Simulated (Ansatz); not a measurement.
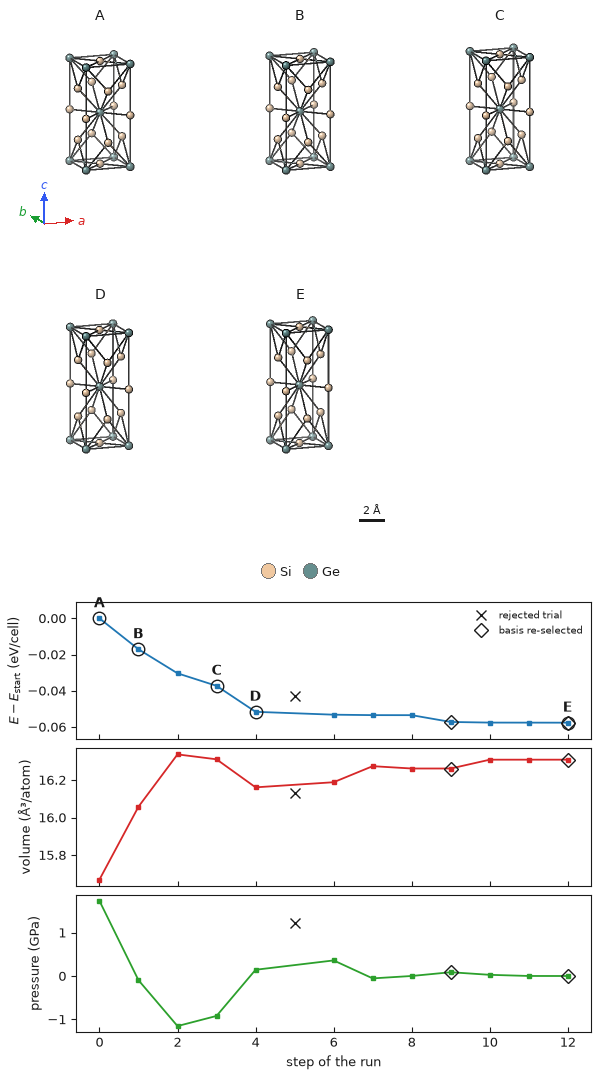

Frames of a relaxation of a crystal of Si3Ge (built on the TiAl3 (D0_22)_139 type), marked on the history of the run. Style: ball-and-stick. Shown: the conventional cell (2 times the calculation's cell), slightly off an axis. Lengths and directions refer to the drawn axes.

Case: TiAl3 (D0_22) type (I4/mmm, No. 139).

Theory: DFT PBE, scalar-relativistic, plane waves, PAW (Ansatz 0.2.0). (plane-wave cutoff 420 eV; k-point mesh 18 × 18 × 18; occupations gaussian; smearing width 0.1 eV; no spin polarisation; cell and atoms relaxed; force threshold 0.01 eV/Å; at most 80 steps)

Q: What happens along the run?

A: Over 9 accepted moves (12 points after the start) the energy falls by 57.7 meV per cell of the calculation. All forces vanish by symmetry, so only the cell relaxes. The pressure goes from 1.73 to 0.00 GPa. The line search rejected the trial step at point 5 of the run. At 2 points the geometry stayed and the basis and grid were re-selected for the new cell (energy shift of 3.8 meV per cell of the calculation at most each time). No atom moves by more than 0.005 Å relative to the cell. The drawn cell changes as follows: a = b 3.829 → 3.673 Å (−4.1 %), c 8.552 → 9.670 Å (+13.1 %); the volume changes by +4.1 %. Near-neighbour distances that change, for instance: Ge–Si 2.870 → 3.036 Å, Ge–Si 2.707 → 2.597 Å. The space group stays I4/mmm (No. 139). Cost: 6.9 min on 1 thread of Intel(R) Xeon(R) Platinum 8375C CPU @ 2.90GHz (Ice Lake), with other jobs on the host, peak memory 0.81 GiB. From step 0 to 1: volume +2.5 %, energy −17.1 meV per cell of the calculation. From step 1 to 3: volume +1.6 %, energy −20.2 meV per cell of the calculation. From step 3 to 4: volume −0.9 %, energy −14.4 meV per cell of the calculation. From step 4 to 12: volume +0.9 %, energy −6.0 meV per cell of the calculation.

```
step  E − E(0), meV/atom  pressure, GPa  volume, Å³/atom                      note
   0                0.00           1.73           15.669                          
   1               -4.27          -0.10           16.058                          
   2               -7.59          -1.15           16.336                          
   3               -9.32          -0.92           16.310                          
   4              -12.91           0.14           16.161                          
   5              -10.73           1.23           16.132                  rejected
   6              -13.31           0.36           16.188                          
   7              -13.37          -0.05           16.274                          
   8              -13.37           0.00           16.261                          
   9              -14.31           0.09           16.261  same geometry, new basis
  10              -14.40           0.03           16.308                          
  11              -14.41           0.00           16.308                          
  12              -14.41           0.00           16.308  same geometry, new basis
```
